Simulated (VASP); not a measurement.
Band structure of CaPd₂P₂ (space group I4/mmm). All values below come from PBEsol GGA, VASP's PBE PAW potentials (set 64) (plane waves; VASP 6.6.1).

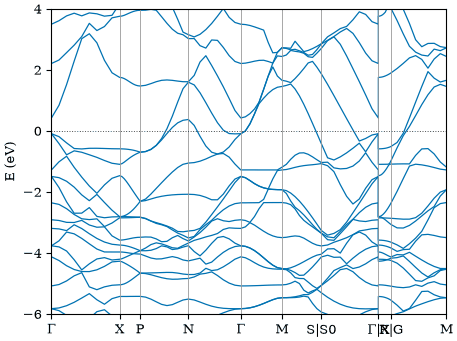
Figure. Bands along high-symmetry lines, zero at the valence-band maximum or, without a gap, the Fermi level

Question: Read the plot: is there a gap, and where are the band edges?

Answer: It has no gap at this level: it comes out as a metal or semimetal. (Edges off the drawn lines would not show.)

The structure comes from a computed database's CaPd2P2 entry (I4/mmm); how it stands against other phases isn't given here. It was relaxed first.
